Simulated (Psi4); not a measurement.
**CH2FN (SMILES [H]/N=C/F): levels of theory compared**

Aim: a comparison of 3 runs (HF/STO-3G, B3LYP/6-31G*, CCSD(T)/6-311+G**) of CH2FN. 

The results are computed with Psi4 1.11.

### Step 1. Starting point

The species is CH2FN (5 atoms), meant as a singlet with charge 0. SMILES: `[H]/N=C/F`. Geometry: relaxed at PBE0-D4/def2-TZVP.

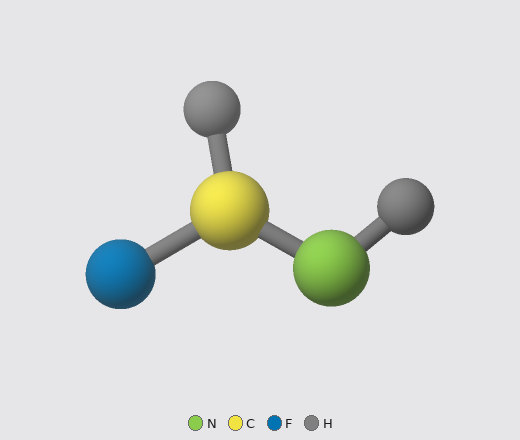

The structure, seen from a chosen angle (nitrogen green, carbon yellow, fluorine blue, hydrogen grey).

### Step 2. Energy and forces at HF/STO-3G (run 1)

Input file input.inp:

```
memory 1600 mb

molecule {
  0 1
  N     -0.719900    -0.454400    -0.439800
  C      0.296500    -0.034500     0.137300
  F      1.242400    -0.884800     0.520800
  H     -1.343900     0.314100    -0.667300
  H      0.574800     0.986000     0.407600
  symmetry c1
}

set globals {
  puream        true
  e_convergence 1e-09
  d_convergence 1e-08
  scf_type      pk
}

e_tot, wfn = gradient("hf/STO-3G", return_wfn=True)
```

The run is started by

```console
$ psi4 -i input.inp -o input.out -n 1
```

input.out:

```text
[...]
  Running in c1 symmetry.
[...]
  Nuclear repulsion =   68.557568990751790
[...]
  Multiplicity = 1
[...]
  Nalpha       = 12
  Nbeta        = 12
[...]
    Number of basis functions: 17
[...]
   @RHF iter   1:  -190.16938330172971   -1.48307e+00   2.43076e-02 DIIS/ADIIS
[...]
   @RHF iter  11:  -190.28624287217536   -8.52651e-14   2.17974e-09 DIIS
[...]
    Orbital Energies [Eh]
    ---------------------
    Doubly Occupied:
       1A    -25.979257     2A    -15.343546     3A    -11.171816
       4A     -1.539337     5A     -1.182921     6A     -0.789814
       7A     -0.694359     8A     -0.579678     9A     -0.572552
      10A     -0.479933    11A     -0.377519    12A     -0.370116
[...]
  @RHF Final Energy:  -190.28624287217536
   => Energetics <=
    Nuclear Repulsion Energy =             68.5575689907517898
    One-Electron Energy =                -399.5259292508616227
    Two-Electron Energy =                 140.6821173879344542
    Total Energy =                       -190.2862428721753645
[...]
 Multipole Moments:
 ------------------------------------------------------------------------------------
     Multipole            Electronic (a.u.)      Nuclear  (a.u.)        Total (a.u.)
 ------------------------------------------------------------------------------------
 L = 1.  Multiply by 2.5417464519 to convert [e a0] to [Debye]
 Dipole X            :          2.1856513           -2.2130093           -0.0273581
 Dipole Y            :         -1.5397881            2.4948084            0.9550203
 Dipole Z            :          0.9386692           -0.8346456            0.1040236
 Magnitude           :                                                    0.9610583
[...]
  -Total Gradient:
     Atom            X                  Y                   Z
    ------   -----------------  -----------------  -----------------
       1        0.029715721638     0.036377957413     0.019883780050
       2       -0.033525160802    -0.023532827588    -0.020261943285
       3       -0.018638088628     0.020150070161    -0.007138583740
       4        0.017454528787    -0.021706108198     0.006317093207
       5        0.004992999005    -0.011289091788     0.001199653769
[...]
```

It took 1.7 s on 1 thread of AMD EPYC 7B13 (Zen 3), shared host; peak memory 0.18 GiB.

### Step 3. Energy and gradient at B3LYP/6-31G(d) (Cartesian functions) (run 2)

Input file calc.py:

```python
import psi4

psi4.set_memory(1600000000)
psi4.set_num_threads(1)
psi4.core.set_output_file('psi4.out', False)

molecule = psi4.geometry("""
0 1
N     -0.719900    -0.454400    -0.439800
C      0.296500    -0.034500     0.137300
F      1.242400    -0.884800     0.520800
H     -1.343900     0.314100    -0.667300
H      0.574800     0.986000     0.407600
symmetry c1
no_reorient
no_com
""")

psi4.set_options({
    'reference': 'rks',
    'puream': False,
    'e_convergence': 1e-09,
    'd_convergence': 1e-08,
    'scf_type': 'pk',
    'dft_radial_points': 99,
    'dft_spherical_points': 590,
})

energy_value, wavefunction = psi4.gradient('b3lyp/6-31G*', return_wfn=True)
print('gradient / Eh bohr^-1')
print(energy_value.np.round(6))
print(f'energy = {wavefunction.energy():.10f} Eh')
```

The run is started by

```console
$ python calc.py
```

psi4.out:

```text
[...]
  Running in c1 symmetry.
[...]
  Nuclear repulsion =   68.557568990751790
[...]
  Multiplicity = 1
[...]
  Nalpha       = 12
  Nbeta        = 12
[...]
    Number of basis functions: 49
[...]
   @RKS iter   1:  -193.68511797120635   -1.68605e-01   1.34485e-02 ADIIS/DIIS
[...]
   @RKS iter  11:  -193.87308871294499   -1.13687e-13   2.02009e-09 DIIS
[...]
    Orbital Energies [Eh]
    ---------------------
    Doubly Occupied:
       1A    -24.717214     2A    -14.335054     3A    -10.315587
       4A     -1.238006     5A     -0.925759     6A     -0.640786
       7A     -0.563743     8A     -0.501711     9A     -0.475016
      10A     -0.400235    11A     -0.320930    12A     -0.299649
[...]
  @RKS Final Energy:  -193.87308871294499
   => Energetics <=
    Nuclear Repulsion Energy =             68.5575689907517898
    One-Electron Energy =                -401.7355585520933232
    Two-Electron Energy =                 158.3261616508259237
    DFT Exchange-Correlation Energy =     -19.0212608024293992
    Empirical Dispersion Energy =           0.0000000000000000
    VV10 Nonlocal Energy =                  0.0000000000000000
    Total Energy =                       -193.8730887129449911
[...]
 Multipole Moments:
 ------------------------------------------------------------------------------------
     Multipole            Electronic (a.u.)      Nuclear  (a.u.)        Total (a.u.)
 ------------------------------------------------------------------------------------
 L = 1.  Multiply by 2.5417464519 to convert [e a0] to [Debye]
 Dipole X            :        -13.6032442           13.5156992           -0.0875450
 Dipole Y            :         20.0476526          -18.9934483            1.0542043
 Dipole Z            :         -4.0206144            4.1058080            0.0851936
 Magnitude           :                                                    1.0612581
[...]
  -Total Gradient:
     Atom            X                  Y                   Z
    ------   -----------------  -----------------  -----------------
       1        0.011864488683     0.007462798287     0.007077097222
       2       -0.006160969923    -0.008250026092    -0.004226589806
       3       -0.007778689287     0.005344084137    -0.003359124009
       4        0.002701118857    -0.002982687810     0.001013679812
       5       -0.000625727307    -0.001586089746    -0.000506418164
[...]
```

On the terminal:

```text
gradient / Eh bohr^-1
[[ 0.011864  0.007463  0.007077]
 [-0.006161 -0.00825  -0.004227]
 [-0.007779  0.005344 -0.003359]
 [ 0.002701 -0.002983  0.001014]
 [-0.000626 -0.001586 -0.000506]]
energy = -193.8730887129 Eh
```

It took 9 s on 1 thread of AMD EPYC 7B13 (Zen 3), shared host; peak memory 0.6 GiB.

### Step 4. A single-point energy at CCSD(T)/6-311+G(d,p) (run 3)

Input file input.inp:

```
memory 1600 MB

molecule system {
  0 1
  N     -0.719900    -0.454400    -0.439800
  C      0.296500    -0.034500     0.137300
  F      1.242400    -0.884800     0.520800
  H     -1.343900     0.314100    -0.667300
  H      0.574800     0.986000     0.407600
  symmetry c1
  no_reorient
  no_com
}

set {
  basis 6-311+G**
  reference rhf
  puream true
  e_convergence 1e-09
  d_convergence 1e-08
  scf_type pk
  num_frozen_docc 3
}

e_tot, wfn = energy("ccsd(t)", return_wfn=True)
print_variables()
```

The run is started by

```console
$ psi4 -n 1 input.inp input.out
```

input.out:

```text
[...]
  Running in c1 symmetry.
[...]
  Nuclear repulsion =   68.557568990751790
[...]
  Multiplicity = 1
[...]
  Nalpha       = 12
  Nbeta        = 12
[...]
    Number of basis functions: 78
[...]
   @RHF iter   1:  -192.85710765664336   -6.16850e-01   6.05319e-03 DIIS/ADIIS
[...]
   @RHF iter  12:  -192.95482217035701   -2.27374e-12   3.88029e-09 DIIS
[...]
    Orbital Energies [Eh]
    ---------------------
    Doubly Occupied:
       1A    -26.327406     2A    -15.577634     3A    -11.385635
       4A     -1.654615     5A     -1.247698     6A     -0.887197
       7A     -0.785997     8A     -0.711894     9A     -0.704785
      10A     -0.630066    11A     -0.476530    12A     -0.467577
[...]
  @RHF Final Energy:  -192.95482217035701
   => Energetics <=
    Nuclear Repulsion Energy =             68.5575689907517898
    One-Electron Energy =                -401.3107124933088699
    Two-Electron Energy =                 139.7983213322000609
    Total Energy =                       -192.9548221703570050
[...]
 Multipole Moments:
 ------------------------------------------------------------------------------------
     Multipole            Electronic (a.u.)      Nuclear  (a.u.)        Total (a.u.)
 ------------------------------------------------------------------------------------
 L = 1.  Multiply by 2.5417464519 to convert [e a0] to [Debye]
 Dipole X            :        -13.6631599           13.5156992           -0.1474607
 Dipole Y            :         20.2884895          -18.9934483            1.2950412
 Dipole Z            :         -4.0217578            4.1058080            0.0840502
 Magnitude           :                                                    1.3061167
[...]
      * MP2 total energy                      = -193.474586494563653
[...]
      * CCSD total energy                     = -193.487647519345813
[...]
      * CCSD(T) total energy                  = -193.506222701094231
[...]
```

It took 21 s on 1 thread of AMD EPYC 7B13 (Zen 3), shared host; peak memory 0.51 GiB.

### Step 5. Overview of the runs

| run | level | Cartesian functions | integration grid | energy (Eh) | dipole moment (D) | HOMO energy (eV) | LUMO energy (eV) | wall time |
| --- | --- | --- | --- | --- | --- | --- | --- | --- |
| 1 | HF/STO-3G | no | – | -190.286243 | 2.44 | -10.07 | 8.16 | 1.7 s |
| 2 | B3LYP/6-31G* (Cartesian functions) | yes | 99 radial × 590 angular | -193.873089 | 2.70 | -8.15 | 0.11 | 9 s |
| 3 | CCSD(T)/6-311+G** | no | – | -193.506223 | – | -12.72 | 1.65 | 21 s |

### Step 6. Outcome

| quantity | value |
| --- | --- |
| run 3: total energy | -193.50622 Eh |
| run 3: HOMO energy (Hartree–Fock orbitals) | -12.72 eV |
| run 3: LUMO energy (Hartree–Fock orbitals) | 1.65 eV |
| run 3: HOMO–LUMO gap (Hartree–Fock orbitals) | 14.38 eV |
| run 3: correlation energy (3 core orbitals frozen) | -551.4 mEh |
| run 3: (T) correction | -18.58 mEh |
| run 3: T1 diagnostic | 0.014 |

In run 1 the basis is minimal, so the values are rough. All runs together took 32 s, the longest 21 s.
